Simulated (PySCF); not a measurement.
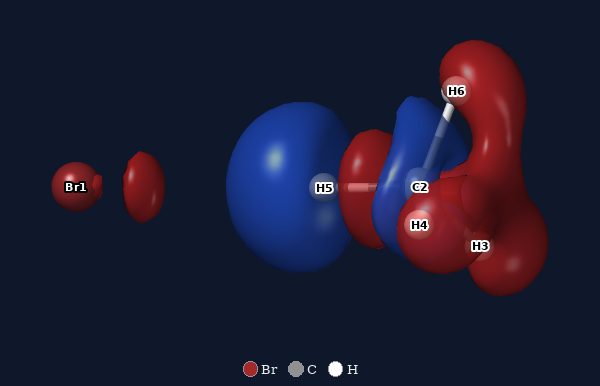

CH4Br, charge −1, SMILES `[Br-].C`. Density of the complex less the densities of the two fragments at the same geometry, ±0.008 e/Å³ (red: gain, blue: loss). Fragment A: Br(−1) (atom 1); fragment B: H4C.

Level of theory: HF/def2-SVPD (PySCF), at a geometry from GFN2-xTB. GFN2-xTB bond lengths at metals and heavier atoms can be off by up to 0.1 Å and shapes distorted, which carries into these values.

Input

```python
import numpy as np
from pyscf import gto, scf, dft
from pyscf.scf import atom_ks, atom_hf
from scipy.linalg import block_diag
from pyscf.dispersion import dftd3

def solve(mol, dm0=None, hcore=None):
    mf = scf.UHF(mol) if mol.spin else scf.RHF(mol)
    mf = mf.density_fit(auxbasis='def2-universal-jkfit')
    mf.conv_tol, mf.max_cycle = 1e-8, 80
    if hcore is not None:
        mf.get_hcore = lambda *args: hcore
    mf.kernel(dm0)
    if not mf.converged:
        mf = mf.newton().run(mf.mo_coeff, mf.mo_occ, max_cycle=30)
    assert mf.converged, 'SCF not converged'
    return mf

mol = gto.M(atom='''
Br    -0.86185     0.00006     0.00000
C      3.01725     0.00050     0.00000
H      3.37585    -0.80658    -0.62728
H      3.37576    -0.13910     1.01267
H      1.93411    -0.00675     0.00000
H      3.37563     0.94740    -0.38537
''', basis='def2-svpd', charge=-1, spin=0, verbose=4)
mol_a = gto.M(atom='''
Br    -0.86185     0.00006     0.00000
ghost-C      3.01725     0.00050     0.00000
ghost-H      3.37585    -0.80658    -0.62728
ghost-H      3.37576    -0.13910     1.01267
ghost-H      1.93411    -0.00675     0.00000
ghost-H      3.37563     0.94740    -0.38537
''', basis='def2-svpd', charge=-1, spin=0, verbose=4)
mol_b = gto.M(atom='''
ghost-Br    -0.86185     0.00006     0.00000
C      3.01725     0.00050     0.00000
H      3.37585    -0.80658    -0.62728
H      3.37576    -0.13910     1.01267
H      1.93411    -0.00675     0.00000
H      3.37563     0.94740    -0.38537
''', basis='def2-svpd', charge=0, spin=0, verbose=4)
ab, a, b = solve(mol), solve(mol_a), solve(mol_b)
e_int = ab.e_tot - a.e_tot - b.e_tot
print('counterpoise-corrected interaction energy / kcal/mol', e_int * 627.5095)
def disp(atoms, charge):
    m = gto.M(atom=atoms, charge=charge, basis='sto-3g', spin=None, unit='Bohr', verbose=0)
    return dftd3.DFTD3Dispersion(m, xc='hf', version='d3bj').get_dispersion()['energy']
e_disp = disp(mol._atom, mol.charge) - disp(mol._atom[:1], mol_a.charge) - disp(mol._atom[1:], mol_b.charge)
print('D3(BJ) part / kcal/mol', e_disp * 627.5095)
# spherically averaged free atoms, for the promolecule
atm = scf.atom_hf.get_atm_nrhf(mol)
pro = block_diag(*[(atm[a[0]][2] * atm[a[0]][3]) @ atm[a[0]][2].T for a in mol._atom])
np.savez('result.npz', e_int=e_int, e_disp=e_disp, dm_a=a.make_rdm1(), dm_b=b.make_rdm1(), c=ab.mo_coeff, occ=ab.mo_occ, eps=ab.mo_energy, pro=pro, d=[f.dip_moment(verbose=0) for f in (ab, a, b)])
```

Command:

```sh
OMP_NUM_THREADS=1 python input.py
```

The run took 2.1 s on 1 thread of Arm Neoverse V1 (shared host), peak memory 0.17 GiB.

Partitions, critical points and surface values were worked out afterwards from this run's density.

How is the density rearranged on binding?

Hirshfeld charges show almost no net transfer (under 0.005 e). By Hirshfeld charges, electrons gather most on H3, H4 and H6 alike (−0.015 e) and leave H5 most (+0.046 e); 0.12 e is displaced in all.

What is the interaction energy, and which contacts carry it?

The counterpoise-corrected interaction energy of the frozen fragments is −0.2 kcal/mol without dispersion correction and −1.6 kcal/mol with D3(BJ). The pair geometry is semi-empirical, not a minimum at this level. Contacts: Br1···H5, weak C–H hydrogen bond, 2.80 Å, ρ = 0.010 a.u. The pose is a local one from a semi-empirical search, not shown to be the most stable.
